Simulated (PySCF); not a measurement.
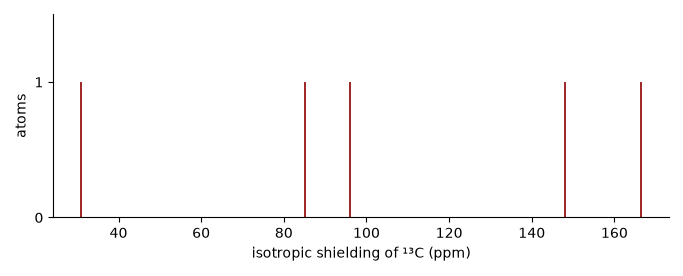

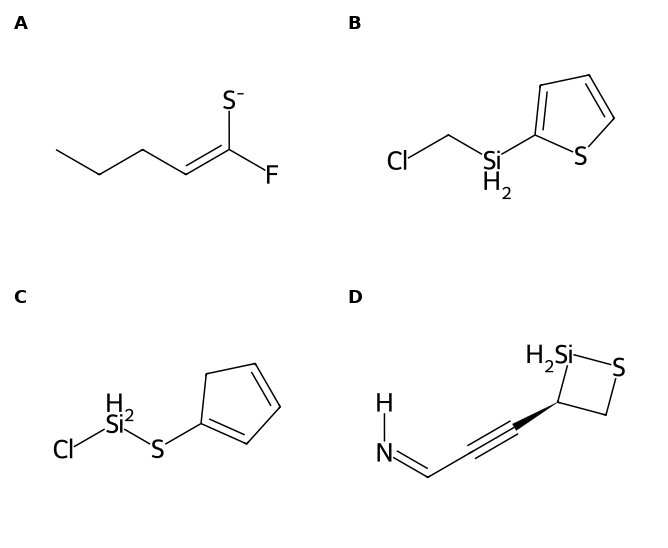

The sticks are computed shieldings of one of the molecules, for one fixed geometry (GFN2-xTB) without averaging over rotations. Low shielding means a high chemical shift. Method: GIAO PBE0/pcSseg-1 NMR shielding, non-relativistic, gas phase (PySCF 2.14.0).

Which molecule gives this pattern?

D, `[H]/N=C\C#C[C@@H]1CS[SiH2]1`. Its 5 C atoms give lines at 31.0, 85.2, 96.0, 148.1, 166.4 ppm.

The geometry is semi-empirical. Around Si such bond lengths and angles can be off by a tenth of an ångström or more and by several degrees, and values that hang on the shape move with them.
